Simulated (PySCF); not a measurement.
**Cl₃GeH₂N (SMILES [NH2][Ge]([Cl])([Cl])[Cl]): density, localisation and related maps**

Input file:

```
{"job": {"kind": "uv", "xc": "B3LYP", "basis": "def2-SVPD", "ip": false, "nstates": 15}, "charge": 0, "multiplicity": 1}
Ge     0.031888     0.016230    -0.584305
N      0.089285     0.190547     1.203057
H      0.688384    -0.479234     1.678581
H     -0.810924     0.263348     1.668689
Cl     2.040164    -0.037189    -1.296419
Cl    -0.995616     1.689403    -1.412467
Cl    -0.951321    -1.745114    -1.325685
```

Launched as:

```sh
OMP_NUM_THREADS=1 python probes_run.py task.json out
```

Geometry: PBE0-D3(BJ)/def2-SVP.

All numbers below come from PySCF 2.14.0, B3LYP/def2-SVPD, SCF density, gas phase.

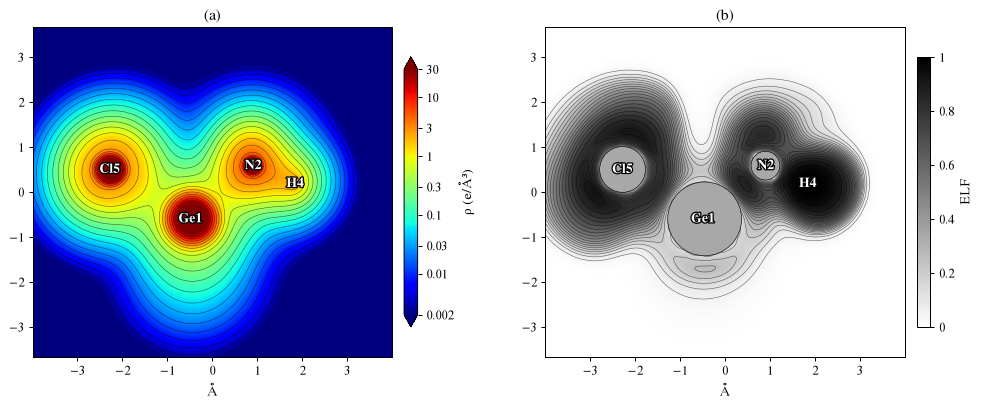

Figure 1. (a) total electron density; (b) electron localisation function on the plane of atoms N2, Ge1 and Cl5. Grey discs cover the atomic cores in the ELF map.

> Interpret the plot.

- The plane passes through Ge, N, H and Cl nuclei.
- Ge–N (1.80 Å): ρ at the midpoint is about 1 e/Å³; the ELF peaks at about 0.85 in the valence shell of N, 0.6 Å from its nucleus, and is about 0.50 at the midpoint.
- Ge–Cl (2.13 Å): ρ at the midpoint is about 0.77 e/Å³; the ELF peaks at about 0.85 in the valence shell of Cl, 0.8 Å from its nucleus, and is about 0.65 at the midpoint.
- N–H (1.02 Å): ρ is about 2.8 e/Å³ halfway; the ELF climbs to about 1 towards the hydrogen, as it does in any bond to H (an ordinary covalent bond to hydrogen).
- The ELF also peaks beside Cl5, away from the bonds: lone-pair regions.

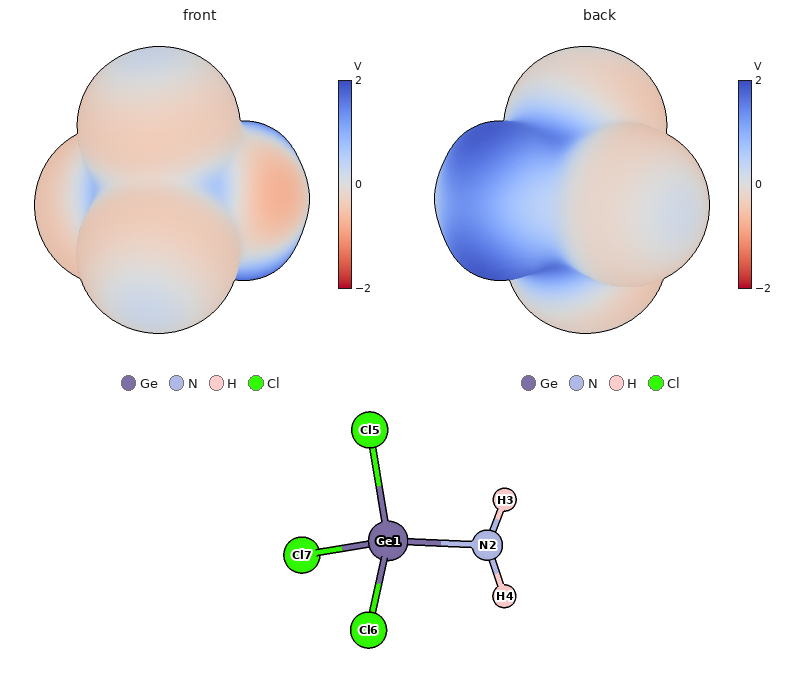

Figure 2. The electrostatic potential painted on the density surface at 0.001 e/bohr³, seen from the front and from behind; the colour scale runs from red (negative) to blue (positive). The bare structure is drawn below in the same view.

> Where is the surface potential most negative and most positive?

The most negative region (about −0.7 V) lies over N2, the most positive (about +1.8 V) over H3 and H4. Cl5 shows a σ-hole: about +0.2 V at the tip opposite its bond, against about −0.3 V on its flanks. Cl6 shows a σ-hole: about +0.2 V at the tip opposite its bond, against about −0.3 V on its flanks. Cl7 shows a σ-hole: about +0.2 V at the tip opposite its bond, against about −0.3 V on its flanks.

> What dipole moment does the calculation give?

Its dipole moment is 2.49 D.
